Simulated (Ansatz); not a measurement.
The starting structures come from a database of crystals and need not be the phases stable at ambient conditions.

 Where the default PAW files enter, the runs use the earlier of Ansatz's two default sets.

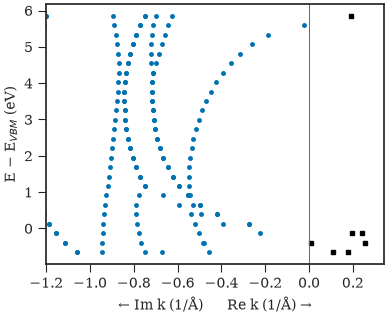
*Complex bands at the centre of the two-dimensional zone; PBEsol (Ansatz, an electronic-structure program)*

The gap is the functional's own, uncorrected, and κ follows it; spin-orbit coupling is left out. Mid-gap values are interpolated between the computed energies.

This is AlPO4 (P6_422, not sure to be the ambient phase, 18 atoms a cell, 14.2 Å³ an atom, 3 GPa at this level) along the normal of (001). Read off the slowest decay at the centre of the two-dimensional zone at 2.73 eV, the computed energy nearest the middle of the gap.

κ ≈ 0.52 1/Å, a decay length 1/(2κ) of the density of 0.97 Å.
